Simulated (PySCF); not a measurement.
# C3H11PSi2: what the fields show

```json
{"atom": "C", "x (Å)": "-1.8641", "y (Å)": "1.0756", "z (Å)": "0.4313"}
{"atom": "C", "x (Å)": "-0.8457", "y (Å)": "0.2916", "z (Å)": "-0.3853"}
{"atom": "Si", "x (Å)": "-0.8770", "y (Å)": "-1.6205", "z (Å)": "-0.1588"}
{"atom": "C", "x (Å)": "0.9185", "y (Å)": "-1.5150", "z (Å)": "0.5045"}
{"atom": "Si", "x (Å)": "0.9831", "y (Å)": "0.3827", "z (Å)": "0.2223"}
{"atom": "P", "x (Å)": "2.3679", "y (Å)": "0.9148", "z (Å)": "-1.4626"}
{"atom": "H", "x (Å)": "-2.8780", "y (Å)": "0.8634", "z (Å)": "0.0941"}
{"atom": "H", "x (Å)": "-1.6965", "y (Å)": "2.1484", "z (Å)": "0.3428"}
{"atom": "H", "x (Å)": "-1.7973", "y (Å)": "0.8099", "z (Å)": "1.4841"}
{"atom": "H", "x (Å)": "-0.9478", "y (Å)": "0.5888", "z (Å)": "-1.4318"}
{"atom": "H", "x (Å)": "-1.0292", "y (Å)": "-2.3782", "z (Å)": "-1.3995"}
{"atom": "H", "x (Å)": "-1.8484", "y (Å)": "-2.0690", "z (Å)": "0.8398"}
{"atom": "H", "x (Å)": "1.0270", "y (Å)": "-1.8171", "z (Å)": "1.5420"}
{"atom": "H", "x (Å)": "1.6476", "y (Å)": "-2.0841", "z (Å)": "-0.0659"}
{"atom": "H", "x (Å)": "1.1819", "y (Å)": "1.1737", "z (Å)": "1.4498"}
{"atom": "H", "x (Å)": "2.1549", "y (Å)": "2.2773", "z (Å)": "-1.3521"}
{"atom": "H", "x (Å)": "3.4960", "y (Å)": "0.9698", "z (Å)": "-0.6646"}
```

Geometry: GFN2-xTB.

Level of theory: CAM-B3LYP/def2-SVPD, SCF density, gas phase (PySCF).

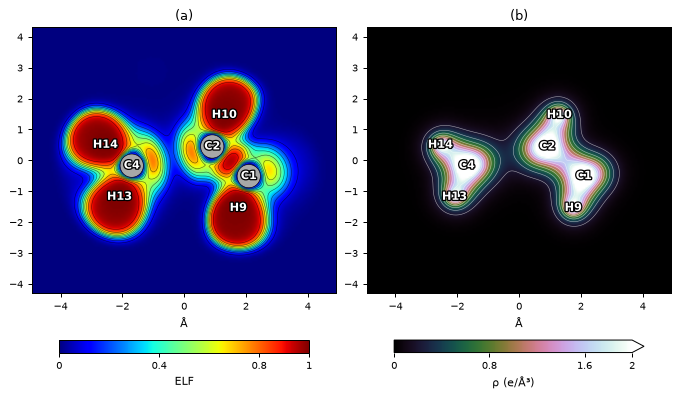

Figure 1. (a) ELF; (b) total electron density on the plane of atoms C2, C1 and H9. Grey discs cover the atomic cores in the ELF map.

> What does the map show?

- The section cuts through C and H sites.
- C–C (1.52 Å): ρ at the midpoint is about 1.6 e/Å³; the ELF peaks at about 0.95 between the atoms, as expected for localised, covalent bonding.
- C–H (1.09 Å): ρ at the midpoint is about 1.9 e/Å³; the ELF climbs to about 1 towards the hydrogen, as it does in any bond to H: a covalent bond by its length.

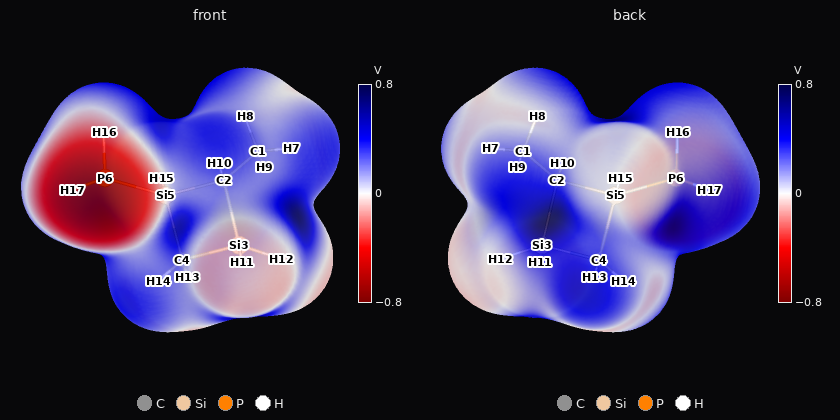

Figure 2. The molecular electrostatic potential painted on the density surface at 0.001 e/bohr³, seen from the front and from behind; red is negative and blue positive.

> Describe the electrostatic potential map.

The most negative region (about −0.7 V) lies over P6, the most positive (about +0.7 V) over Si3, Si5 and H9.

> What dipole moment does the calculation give?

Its dipole moment is 0.72 D.
